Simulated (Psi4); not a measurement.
## Single-point calculation, with input and output: InCl2O

The run: single-point calculation of InCl2O, multiplicity 2. Method and program: HF/def2-SVP, UHF, core potentials def2 (Psi4 1.11).

The geometry comes from this level: PBE0-D4/def2-TZVP.

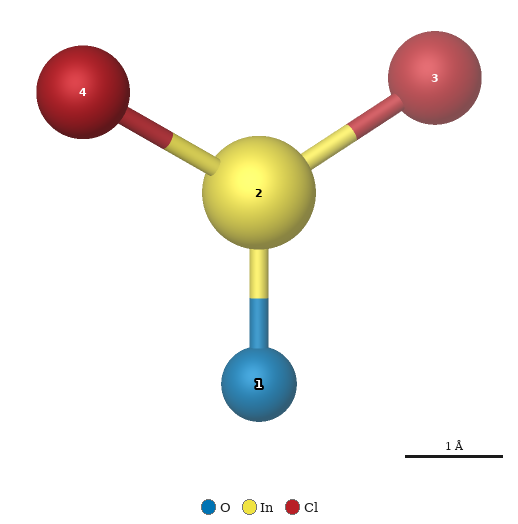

**Figure 1.** The structure (ball-and-stick view, seen at a tilt; atoms are numbered from 1 in the order of the input). Sticks mark near contacts.

### Summary

| quantity | value |
| --- | --- |
| outcome | converged |
| total energy | −1182.781813 hartree |
| basis functions | 76 |
| ⟨S²⟩ | 0.762 |
| dipole moment | 0.44 D |
| hardware | 1 thread of AMD EPYC (Zen 5), 16 GiB of memory available, shared host |
| wall time | 2.1 s |
| peak memory | 0.22 GiB |

### The input (cl2ino.py)
```python
import psi4

psi4.set_memory(1600000000)
psi4.set_num_threads(1)
psi4.core.set_output_file('output.dat', False)

molecule = psi4.geometry("""
0 2
O      0.606300     1.014000     1.667600
In     0.031700     0.016000     0.045400
Cl     0.741600    -2.145000    -0.248200
Cl    -1.324100     1.054700    -1.485200
symmetry c1
""")

psi4.set_options({
    'basis': 'def2-SVP',
    'reference': 'uhf',
    'puream': True,
    'scf_type': 'direct',
    'ints_tolerance': 1e-12,
    'maxiter': 100,
})

E, wfn = psi4.energy('hf', return_wfn=True)
print(f'hf energy: {E:.10f} Eh')
```

Launch command:
```bash
python cl2ino.py
```

### The program's output
```
=> Loading Basis Set <=

    Name: DEF2-SVP
    Role: ORBITAL
    Keyword: BASIS

    !!!  WARNING: ECP capability is in beta. Please check occupations closely.  !!!

         ---------------------------------------------------------
                                   SCF
                              UHF Reference
                        1 Threads,   1525 MiB Core
         ---------------------------------------------------------

  ==> Geometry <==

    Molecular point group: c1
    Full point group: C1

    Geometry (in Angstrom), charge = 0, multiplicity = 2:

       Center              X                  Y                   Z               Mass
    ------------   -----------------  -----------------  -----------------  -----------------
         O            0.641299549582     1.113928223796     1.810628053667    15.994914619570
         IN           0.066699549582     0.115928223796     0.188428053667   114.903878776000
         CL           0.776599549582    -2.045071776204    -0.105171946333    34.968852682000
         CL          -1.289100450418     1.154628223796    -1.342171946333    34.968852682000

  Running in c1 symmetry.

  Rotational constants: A =      0.12034  B =      0.06013  C =      0.04009 [cm^-1]
  Rotational constants: A =   3607.79589  B =   1802.54844  C =   1201.99870 [MHz]
  Nuclear repulsion =  286.555074893542837

  Charge       = 0
  Multiplicity = 2
  Electrons    = 63
  Nalpha       = 32
  Nbeta        = 31

  ==> Algorithm <==

  SCF Algorithm Type is DIRECT.
  DIIS enabled.
  MOM disabled.
  Fractional occupation disabled.
  Guess Type is SAD.
  Energy threshold   = 1.00e-06
  Density threshold  = 1.00e-06
  Integral threshold = 1.00e-12

  ==> Primary Basis <==

  Basis Set: DEF2-SVP
    Blend: DEF2-SVP
    Number of shells: 32
    Number of basis functions: 76
    Number of Cartesian functions: 81
    Spherical Harmonics?: true
    Max angular momentum: 2

  Core potential: DEF2-SVP
    Number of shells: 4
    Number of ECP primitives: 18
    Number of ECP core electrons: 28
    Max angular momentum: 3

   => Loading Basis Set <=

    Name: (DEF2-SVP AUX)
    Role: JKFIT
    Keyword: DF_BASIS_SCF

  Starting with a DF guess...

  ==> Integral Setup <==

  DFHelper Memory: AOs need 0.026 GiB; user supplied 1.118 GiB.
  SCF_SUBTYPE=INCORE selected. In-core MEM_DF algorithm will be used.
  Using in-core AOs.

  ==> MemDFJK: Density-Fitted J/K Matrices <==

    J tasked:                   Yes
    K tasked:                   Yes
    wK tasked:                   No
    Memory [MiB]:              1144
    Algorithm:                 Core
    Schwarz Cutoff:           1E-12
    Mask sparsity (%):       6.2673
    Fitting Condition:        1E-10

   => Auxiliary Basis Set <=

  Basis Set: (DEF2-SVP AUX)
    Blend: DEF2-UNIVERSAL-JKFIT
    Number of shells: 147
    Number of basis functions: 551
    Number of Cartesian functions: 712
    Spherical Harmonics?: true
    Max angular momentum: 5

  Minimum eigenvalue in the overlap matrix is 2.9274370943E-02.
  Reciprocal condition number of the overlap matrix is 8.6864339281E-03.
    Using symmetric orthogonalization.

  ==> Pre-Iterations <==

  SCF Guess: Superposition of Atomic Densities via on-the-fly atomic UHF (no occupation information).

   -------------------------
    Irrep   Nso     Nmo
   -------------------------
     A         76      76
   -------------------------
    Total      76      76
   -------------------------

  ==> Iterations <==

                           Total Energy        Delta E     RMS |[F,P]|

   @DF-UHF iter SAD: -1180.72720700609602   -1.18073e+03   0.00000e+00
   @DF-UHF iter   1: -1182.18268622699838   -1.45548e+00   1.05104e-02 DIIS/ADIIS
   @DF-UHF iter   2: -1180.02807255017774    2.15461e+00   2.67924e-02 DIIS/ADIIS
   @DF-UHF iter   3: -1182.63673190151189   -2.60866e+00   6.28341e-03 DIIS/ADIIS
   @DF-UHF iter   4: -1182.75050996128471   -1.13778e-01   2.78621e-03 DIIS/ADIIS
   @DF-UHF iter   5: -1182.77832651354174   -2.78166e-02   7.65660e-04 DIIS/ADIIS
   @DF-UHF iter   6: -1182.78124557726255   -2.91906e-03   1.88055e-04 DIIS/ADIIS
   @DF-UHF iter   7: -1182.78149555673258   -2.49979e-04   9.25406e-05 DIIS
   @DF-UHF iter   8: -1182.78158146968326   -8.59130e-05   4.75761e-05 DIIS
   @DF-UHF iter   9: -1182.78162092172124   -3.94520e-05   3.01045e-05 DIIS
   @DF-UHF iter  10: -1182.78164198133300   -2.10596e-05   1.65472e-05 DIIS
   @DF-UHF iter  11: -1182.78165073744844   -8.75612e-06   1.02404e-05 DIIS
   @DF-UHF iter  12: -1182.78165361451033   -2.87706e-06   7.71813e-06 DIIS
   @DF-UHF iter  13: -1182.78165617194099   -2.55743e-06   5.45591e-06 DIIS
   @DF-UHF iter  14: -1182.78165810878363   -1.93684e-06   2.55959e-06 DIIS
   @DF-UHF iter  15: -1182.78165847586661   -3.67083e-07   1.07066e-06 DIIS
   @DF-UHF iter  16: -1182.78165851146400   -3.55974e-08   7.27501e-07 DIIS

  DF guess converged.

  ==> DirectJK: Integral-Direct J/K Matrices <==

    J tasked:                  Yes
    K tasked:                  Yes
    wK tasked:                  No
    Integrals threads:           1
    Screening Type:           CSAM
    Screening Cutoff:        1E-12
    Incremental Fock:           No

   @UHF iter  17: -1182.78181249419731   -1.18278e+03   1.84499e-06 DIIS
   @UHF iter  18: -1182.78181250653597   -1.23387e-08   7.20615e-07 DIIS
  Energy and wave function converged.

  ==> Post-Iterations <==

   @Spin Contamination Metric:   1.191799936E-02
   @S^2 Expected:                7.500000000E-01
   @S^2 Observed:                7.619179994E-01
   @S   Expected:                5.000000000E-01
   @S   Observed:                5.000000000E-01

    Orbital Energies [Eh]
    ---------------------

    Alpha Occupied:

       1A   -104.799695     2A   -104.799680     3A    -20.614791
       4A    -10.561962     5A    -10.561951     6A     -8.036371
       7A     -8.036359     8A     -8.033975     9A     -8.033963
      10A     -8.033849    11A     -8.033837    12A     -5.468156
      13A     -3.729349    14A     -3.725676    15A     -3.722836
      16A     -1.317048    17A     -1.142896    18A     -1.141700
      19A     -1.114749    20A     -1.112458    21A     -1.100149
      22A     -1.058191    23A     -1.048799    24A     -0.637852
      25A     -0.605814    26A     -0.544904    27A     -0.532965
      28A     -0.502247    29A     -0.483488    30A     -0.473451
      31A     -0.471371    32A     -0.467008

    Alpha Virtual:

      33A      0.028545    34A      0.042836    35A      0.136570
      36A      0.137438    37A      0.237835    38A      0.250541
      39A      0.326682    40A      0.337827    41A      0.445269
      42A      0.481102    43A      0.514269    44A      0.606476
      45A      0.653781    46A      0.793381    47A      0.820435
      48A      1.026056    49A      1.028877    50A      1.029839
      51A      1.034679    52A      1.038357    53A      1.056279
      54A      1.060144    55A      1.066721    56A      1.093472
      57A      1.129972    58A      1.142214    59A      1.212128
      60A      1.218804    61A      1.258855    62A      1.271177
      63A      1.332432    64A      1.334835    65A      1.509653
      66A      1.540982    67A      1.599896    68A      2.909458
      69A      2.913994    70A      2.956545    71A      2.992943
      72A      3.104210    73A     16.315805    74A     17.336779
      75A     17.344851    76A     61.604983

    Beta Occupied:

       1A   -104.799753     2A   -104.799738     3A    -20.572543
       4A    -10.562025     5A    -10.562013     6A     -8.036570
       7A     -8.036556     8A     -8.034031     9A     -8.034019
      10A     -8.033886    11A     -8.033874    12A     -5.468257
      13A     -3.729513    14A     -3.724826    15A     -3.722715
      16A     -1.178714    17A     -1.143217    18A     -1.140004
      19A     -1.114923    20A     -1.113183    21A     -1.072007
      22A     -1.051901    23A     -1.047866    24A     -0.590081
      25A     -0.507043    26A     -0.504328    27A     -0.499344
      28A     -0.476569    29A     -0.471593    30A     -0.467061
      31A     -0.460743

    Beta Virtual:

      32A      0.035810    33A      0.043208    34A      0.062550
      35A      0.141546    36A      0.199514    37A      0.238243
      38A      0.248587    39A      0.340502    40A      0.343631
      41A      0.444636    42A      0.480272    43A      0.515218
      44A      0.617858    45A      0.660688    46A      0.797904
      47A      0.820623    48A      1.027362    49A      1.028806
      50A      1.029637    51A      1.036999    52A      1.039377
      53A      1.056775    54A      1.060060    55A      1.066339
      56A      1.099498    57A      1.138229    58A      1.191235
      59A      1.212148    60A      1.218636    61A      1.289012
      62A      1.297531    63A      1.335664    64A      1.454320
      65A      1.510385    66A      1.541187    67A      1.640719
      68A      3.017860    69A      3.027906    70A      3.031731
      71A      3.078291    72A      3.168851    73A     16.315204
      74A     17.336008    75A     17.344718    76A     61.604866

    Final Occupation by Irrep:
              A
    DOCC [    31 ]
    SOCC [     1 ]
    NA   [    32 ]
    NB   [    31 ]

  @UHF Final Energy: -1182.78181250653597

   => Energetics <=

    Nuclear Repulsion Energy =            286.5550748935428373
    One-Electron Energy =               -2279.7373376817790813
    Two-Electron Energy =                 810.4004502817000457
    Total Energy =                      -1182.7818125065359709

  UHF NO Occupations:
  HONO-2 :   30  A 1.9989595
  HONO-1 :   31  A 1.9961114
  HONO-0 :   32  A 1.0000000
  LUNO+0 :   33  A 0.0038886
  LUNO+1 :   34  A 0.0010405
  LUNO+2 :   35  A 0.0009893
  LUNO+3 :   36  A 0.0000366

Computation Completed

Properties will be evaluated at   0.000000,   0.000000,   0.000000 [a0]

Properties computed using the SCF density matrix

 Multipole Moments:

 ------------------------------------------------------------------------------------
     Multipole            Electronic (a.u.)      Nuclear  (a.u.)        Total (a.u.)
 ------------------------------------------------------------------------------------

 L = 1.  Multiply by 2.5417464519 to convert [e a0] to [Debye]
 Dipole X            :          4.0715653           -4.1223022           -0.0507369
 Dipole Y            :          7.0774798           -7.1651270           -0.0876472
 Dipole Z            :         11.5034474          -11.6460658           -0.1426185
 Magnitude           :                                                    0.1749179

 ------------------------------------------------------------------------------------

	total time  =          2 seconds =       0.03 minutes
```

### Standard output
```
hf energy: -1182.7818125065 Eh
```
